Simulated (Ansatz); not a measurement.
## Run report: C₂H₁₁SbSi₂, phonon calculation

System: C₂H₁₁SbSi₂.
Method: RHF/def2-SVP (Ansatz 0.2.0).

It belongs to a series of runs on one base structure; here: vibrations at the highest image of the band. Figures and captions count atoms from 1; the log counts them from 0 in places.

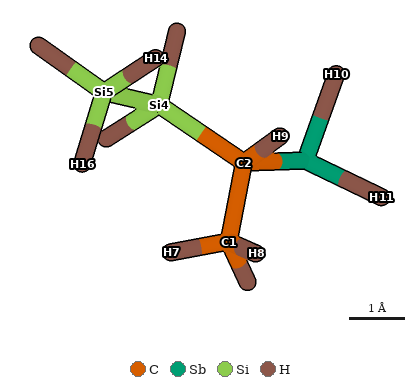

Fig. 1: The input geometry (stick view, seen at a tilt; atoms are numbered from 1 in the order of the input). Sticks mark near contacts. Bond lengths as drawn: C–C 1.55 Å, C–H 1.09 Å, C–Sb 2.20 Å, C–Si 1.90 Å, H–Sb 1.70 Å, H–Si 1.48 to 1.49 Å and Si–Si 2.38 Å.

### Results in brief

- outcome: converged
- total energy: −24462.5386 eV
- mean-field energy: −24462.5386 eV
- largest force (length of the vector): 0.008 eV/Å
- hardware: 2 threads of Arm Neoverse V2, 24 GiB of memory available, shared host
- wall time: 4.2 min (CPU time 8.1 min)
- peak memory: 0.44 GiB

### The input
```yaml
crystal:
  periodic: [false, false, false]
  atoms:
    - { symbol: C, position_ang: [-0.823508, -1.430371, -0.60593] }
    - { symbol: C, position_ang: [0.472647, -0.620621, -0.335047] }
    - { symbol: Sb, position_ang: [2.003717, -1.062522, -1.858728] }
    - { symbol: Si, position_ang: [0.163463, 1.242201, -0.157903] }
    - { symbol: Si, position_ang: [-1.215969, 1.723951, 1.714566] }
    - { symbol: H, position_ang: [-0.782388, -2.019078, -1.525001] }
    - { symbol: H, position_ang: [-1.707305, -0.794448, -0.697685] }
    - { symbol: H, position_ang: [-1.018576, -2.131684, 0.206197] }
    - { symbol: H, position_ang: [0.923455, -0.953458, 0.601401] }
    - { symbol: H, position_ang: [3.327574, -0.50646, -0.943199] }
    - { symbol: H, position_ang: [2.215226, -2.678008, -1.357527] }
    - { symbol: H, position_ang: [1.453161, 1.963861, 0.006887] }
    - { symbol: H, position_ang: [-0.492138, 1.762051, -1.387549] }
    - { symbol: H, position_ang: [-0.576605, 1.220674, 2.957734] }
    - { symbol: H, position_ang: [-1.421476, 3.188151, 1.847677] }
    - { symbol: H, position_ang: [-2.544078, 1.073259, 1.578509] }
basis:
  gaussian: { orbitals: def2-SVP }
hamiltonian:
  xc: hf
phonons: {}
```

Command:
```bash
ansatz run input.yaml --threads 2 --pin off --max-ram 3072MiB --backend cpu --events-out ev --progress --plain --runs-dir out
```

### What the program printed
```
Engine: ansatz 0.2.0, aarch64-unknown-linux-gnu
Functional definition: HF
  exchange = exact_x
  correlation = 0
1653 factors; integrals over basis functions are off by at most 3.4e-4 eV
mean field evaluation 1: about -24459.7173 eV, gradient 2.6e1 eV
mean field evaluation 2: about -24459.8177 eV, gradient 2.6e1 eV
mean field evaluation 4: about -24462.4713 eV, gradient 4.2e0 eV
mean field evaluation 8: about -24462.5383 eV, gradient 2.0e-1 eV
mean field -24462.53855656 eV, -898.9817106496 hartree, gradient 1.9e-5 eV, S^2 0.000000; 0 other end points of the search recorded, 0 dependent functions left out
the calculation of the forces begins
reference -24462.53855656 eV, -898.9817106496 hartree; 37, 37 occupied and 108, 108 virtual orbitals, 1653 factors
these checks for a lower state are left out or cut short: stability, starts, cluster_reference, orbital_swaps, neighbouring_geometries, increment
1653 factors; integrals over basis functions are off by at most 3.4e-4 eV
mean field evaluation 16: about -24462.5384 eV, gradient 2.6e-4 eV
mean field -24462.53840135 eV, -898.9817049454 hartree, gradient 1.5e-6 eV, S^2 0.000000; 0 other end points of the search recorded, 0 dependent functions left out
[... from here on the field's lines of each further geometry are left out, up to the last ...]
the calculation of the forces begins
reference -24462.53854954 eV, -898.9817103913 hartree; 37, 37 occupied and 108, 108 virtual orbitals, 1653 factors
these checks for a lower state are left out or cut short: stability, starts, cluster_reference, orbital_swaps, neighbouring_geometries, increment
1653 factors; integrals over basis functions are off by at most 3.4e-4 eV
mean field -24462.53854939 eV, -898.9817103857 hartree, gradient 2.1e-6 eV, S^2 0.000000; 0 other end points of the search recorded, 0 dependent functions left out
the calculation of the forces begins
reference -24462.53854939 eV, -898.9817103857 hartree; 37, 37 occupied and 108, 108 virtual orbitals, 1653 factors
WARN: phonons: modes at or below zero, which the zero-point energy, F, S and C_V leave out: 1, the lowest at -227.96 cm⁻¹. A minimum has none, and a first-order saddle one
Total energy: -24462.53855656 eV, -898.9817106496 hartree
Atom 0 at    -0.823508    -1.430371    -0.605930 Å, force     0.003397     0.004267    -0.003272 eV/Å
Atom 1 at     0.472647    -0.620621    -0.335047 Å, force    -0.002879    -0.007903     0.000661 eV/Å
Atom 2 at     2.003717    -1.062522    -1.858728 Å, force     0.002422     0.000868     0.003250 eV/Å
Atom 3 at     0.163463     1.242201    -0.157903 Å, force    -0.002262     0.000692     0.003404 eV/Å
Atom 4 at    -1.215969     1.723951     1.714566 Å, force     0.001406     0.001005    -0.000991 eV/Å
Atom 5 at    -0.782388    -2.019078    -1.525001 Å, force     0.001988    -0.001375    -0.000905 eV/Å
Atom 6 at    -1.707305    -0.794448    -0.697685 Å, force    -0.001274     0.000694     0.002352 eV/Å
Atom 7 at    -1.018576    -2.131684     0.206197 Å, force    -0.000649    -0.002607     0.002327 eV/Å
Atom 8 at     0.923455    -0.953458     0.601401 Å, force     0.000549     0.000017    -0.003541 eV/Å
Atom 9 at     3.327574    -0.506460    -0.943199 Å, force    -0.000714    -0.000468    -0.000923 eV/Å
Atom 10 at     2.215226    -2.678008    -1.357527 Å, force    -0.000320     0.000927    -0.002193 eV/Å
Atom 11 at     1.453161     1.963861     0.006887 Å, force    -0.000821    -0.000001     0.001108 eV/Å
Atom 12 at    -0.492138     1.762051    -1.387549 Å, force    -0.000975    -0.000119    -0.000121 eV/Å
Atom 13 at    -0.576605     1.220674     2.957734 Å, force    -0.001069     0.001155    -0.001347 eV/Å
Atom 14 at    -1.421476     3.188151     1.847677 Å, force     0.000479     0.001900     0.000164 eV/Å
Atom 15 at    -2.544078     1.073259     1.578509 Å, force     0.000721     0.000950     0.000028 eV/Å
Dipole moment:    -0.059611    -0.138215     0.040243 e Å
Vibrations: -227.96 48.71 90.52 94.17 130.76 147.06 231.42 277.84 406.34 435.15 476.82 581.98 620.65 648.97 698.32 750.46 819.85 865.87 923.10 978.74 1016.33 1022.47 1029.43 1057.75 1104.97 1129.52 1190.68 1352.44 1541.16 1596.07 1607.15 2047.61 2060.01 2295.37 2302.70 2309.87 2313.11 2323.30 3170.11 3222.99 3233.64 3263.07 cm⁻¹, zero-point energy 3.187416 eV
```

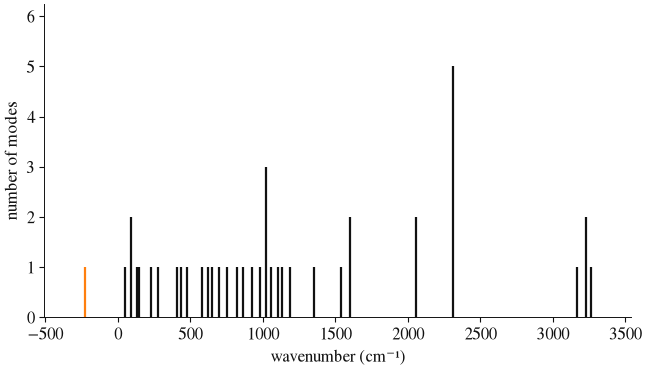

Fig. 2: Harmonic vibrational wavenumbers from the force constants; neighbouring modes closer than 16 cm⁻¹ are counted in one stick, and imaginary ones are drawn at negative wavenumbers. 42 modes from 228i to 3263 cm⁻¹, 1 imaginary beyond 8i (228i cm⁻¹): a first-order saddle point, if the geometry is stationary.
